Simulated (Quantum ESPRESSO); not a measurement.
## TaTlO3 (Pm-3m): the double well of a soft mode

Aim: the energy of TaTlO3 (Pm-3m) along its softest mode at Γ, fitted by an even polynomial.

Program: Quantum ESPRESSO 7.5. Level of theory: DFT LDA, scalar-relativistic, plane waves, PseudoDojo norm-conserving pseudopotentials. Results are calculated unless marked as measured.

## (1) The relaxed structure

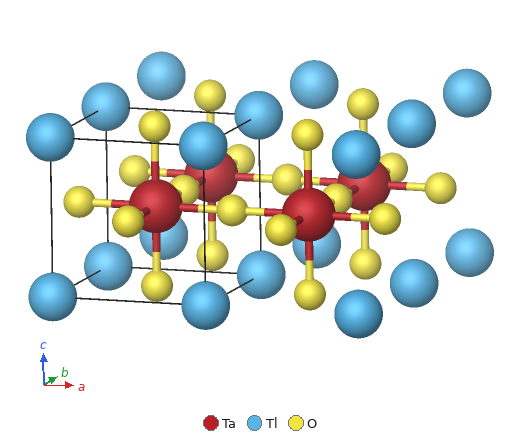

Start, viewed slightly off an axis; tantalum red, thallium blue, oxygen yellow. 2×2×1 cells are drawn. Some periodic images of atoms are drawn too.

Structure file:

```cif
data_structure
_symmetry_space_group_name_H-M 'Pm-3m'
_symmetry_Int_Tables_number 221
_cell_length_a 3.9892
_cell_length_b 3.9892
_cell_length_c 3.9892
_cell_angle_alpha 90.000
_cell_angle_beta 90.000
_cell_angle_gamma 90.000
_cell_volume 63.48
loop_
_atom_site_label
_atom_site_type_symbol
_atom_site_symmetry_multiplicity
_atom_site_Wyckoff_symbol
_atom_site_fract_x
_atom_site_fract_y
_atom_site_fract_z
_atom_site_occupancy
Ta1 Ta 1 b 0.50000 0.50000 0.50000 1
Tl1 Tl 1 a 0.00000 0.00000 0.00000 1
O1 O 3 c 0.50000 0.50000 0.00000 1
```

This is the cell after its relaxation at this level of theory, not the database cell from which that began.

## (2) The unstable mode

Linear response at Γ, with the sum rule, finds imaginary modes; the lowest is taken, along z where it is degenerate, and its pattern is scaled so that the atom that moves most moves by Q. Cutoff 92 Ry, k mesh 8×8×8.

Log:

```text
[banners, grids, parts of the stress and lines that vanish by symmetry left out]
Program DYNMAT v.7.5
     Reading Dynamical Matrix from file g.dyn
     ...Force constants read
     ...epsilon and Z* read
     A direction for q was not specified:TO-LO splitting will be absent

     Polarizability (A^3 units)
     multiply by 0.317274 for Clausius-Mossotti correction
        32.611520    0.000000    0.000000
         0.000000   32.611520    0.000000
[...]
IR activities are in (D/A)^2/amu units

# mode   [cm-1]    [THz]      IR
    1    -90.18   -2.7034   64.9649
    2    -90.18   -2.7034   64.9649
[...]
14    456.29   13.6793   16.5551
   15    456.29   13.6793   16.5551

Electronic dielectric permittivity tensor (relative, adimensional)
[...]
... with zone-center polar mode contributions
[...]
0.000000   24.700540   -0.000000
        -0.000000   -0.000000   24.700540

=------------------------------------------------------------------------------=
   JOB DONE.
=------------------------------------------------------------------------------=
[end of the log left out, with the tail of the file of modes that dynmat.x writes under the same name]
```

The mode has the frequency 90.2i cm⁻¹ and the mass m = Σ Mᵢ uᵢ² = 61.92 u for this scaling.

```csv
atom,x,y,z
Ta1,0.000,0.000,-0.316
Tl2,0.000,0.000,0.057
O3,0.000,0.000,1.000
O4,0.000,0.000,0.922
O5,0.000,0.000,0.922
```

## (3) Energies along the mode

Single points at fixed cell, with no other coordinate relaxed.

From the run at Q = 0.008 Å; the symmetric cell has -4776.7224 eV:

Log:

```text
[banners, grids, parts of the stress and lines that vanish by symmetry left out]
[banner, memory and clock lines left out]
Program PWSCF v.7.5

[...]
kinetic-energy cutoff     =      92.0000  Ry
     charge density cutoff     =     368.0000  Ry
     scf convergence threshold =      1.0E-11
[...]
Exchange-correlation= SLA  PW   NOGX NOGC
                           (   1   4   0   0   0   0   0)
[...]
8 Sym. Ops. (no inversion) found
[...]
number of k points=    75
[...]
End of self-consistent calculation
[...]
highest occupied, lowest unoccupied level (ev):    12.0842   12.6351
!    total energy              =    -351.08262705 Ry
[...]
convergence has been achieved in  16 iterations
[...]
atom    1 type  1   force =     0.00000000    0.00000000   -0.00051788
     atom    2 type  2   force =     0.00000000    0.00000000    0.00010788
     atom    3 type  3   force =     0.00000000    0.00000000    0.00013778
     atom    4 type  3   force =     0.00000000    0.00000000    0.00013611
     atom    5 type  3   force =     0.00000000    0.00000000    0.00013611
     Total force =     0.000580     Total SCF correction =     0.000000

     XML data file, charge density, pseudopotentials, collected wavefunctions
```

The point at Q = 0.041 Å is held back.

```csv
Q (Å),energy change (meV/cell)
0,0.00
0.008,-0.06
0.017,-0.25
0.025,-0.49
0.033,-0.75
0.041,?
0.05,-0.97
0.058,-0.69
0.066,0.00
0.074,1.23
```

## (4) The fit

Least squares on E = a Q² + b Q⁴ + c Q⁶ gives a = -925 meV/Å², b = 220162 meV/Å⁴ and c = -1837681 meV/Å⁶. The minimum lies at Q = 0.047 Å, 1.0 meV a cell below the symmetric structure.

The curvature at Q = 0 is m ω² = 2a, so ω = 521.47 √(2a/m) cm⁻¹ with a in eV/Å² and m in u: 90.1i cm⁻¹, against 90.2i from linear response. At Q = 0.041 Å the fit predicts -0.94 meV.

## (5) The point that was held back

Log:

```text
[banners, grids, parts of the stress and lines that vanish by symmetry left out]
[banner, memory and clock lines left out]
Program PWSCF v.7.5

[...]
kinetic-energy cutoff     =      92.0000  Ry
     charge density cutoff     =     368.0000  Ry
     scf convergence threshold =      1.0E-11
[...]
Exchange-correlation= SLA  PW   NOGX NOGC
                           (   1   4   0   0   0   0   0)
[...]
8 Sym. Ops. (no inversion) found
[...]
number of k points=    75
[...]
End of self-consistent calculation
[...]
highest occupied, lowest unoccupied level (ev):    12.0866   12.6460
!    total energy              =    -351.08269195 Ry
[...]
convergence has been achieved in  14 iterations
[...]
atom    1 type  1   force =     0.00000000    0.00000000   -0.00091343
     atom    2 type  2   force =     0.00000000    0.00000000    0.00051204
     atom    3 type  3   force =     0.00000000    0.00000000   -0.00063982
     atom    4 type  3   force =     0.00000000    0.00000000    0.00052061
     atom    5 type  3   force =     0.00000000    0.00000000    0.00052061
     Total force =     0.001431     Total SCF correction =     0.000001

     XML data file, charge density, pseudopotentials, collected wavefunctions
```

It lies at -0.94 meV, 0.00 meV from the prediction.

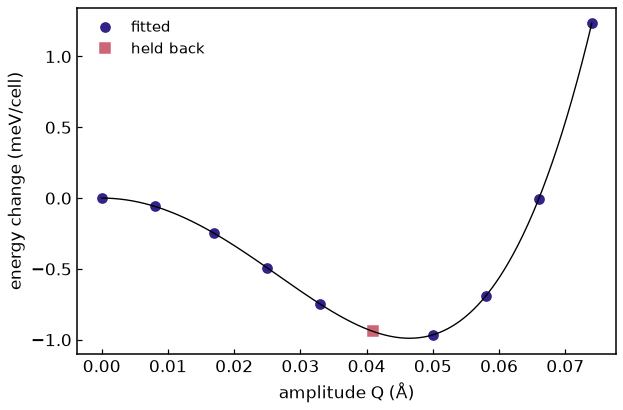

Energy along the mode, with the fit.

## (6) Outcome

```yaml
depth_of_the_well: 1.0 meV a cell
amplitude_at_the_minimum: 0.047 Å
```

In words: Along this mode TaTlO3 (Pm-3m) gains 1.0 meV a cell at Q = 0.05 Å, which is 0.04 times k_BT at 300 K. The curvature of the fit and the linear response differ by 0 % in frequency. Strain and the other modes were held fixed; relaxing them can only deepen the well. A depth for one cell is no transition temperature: that needs the coupling between cells.

[Host names and launcher messages were left out of these logs when they were recorded.]

[Logs are printed without paths, hosts, clocks, repeated set-up lines and the standing remarks that a program may print on its own settings, such as how far it seeks lower states.]

[Hosts, paths, dates, database ids (printed as entryN), source tags and the programs' standing remarks are cut or masked in the printed files.]
